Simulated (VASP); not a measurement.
Band structure of Te$_{3}$As$_{2}$ (relaxed from the corundum structure, space group R-3c). Level of theory: PBEsol GGA, VASP's PBE PAW potentials (set 64) (plane waves; VASP).

Unless said otherwise, spin-orbit coupling is left out, though it shifts the bands of the heavy elements here.

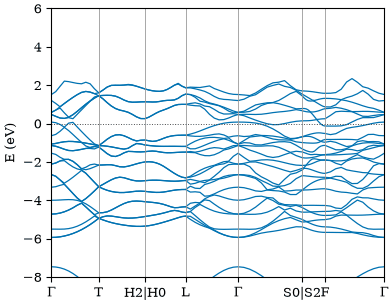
Bands along high-symmetry lines, zero at the valence-band maximum or, without a gap, the Fermi level

Question: Read the plot: is there a gap, and where are the band edges?

Answer: It has no gap at this level: it comes out as a metal or semimetal. (Edges off the drawn lines would not show.)

The structure was generated: Te3As2 was put into the corundum type (R-3c), which need not be its known phase. It was relaxed first, which changed the volume by -7 %.
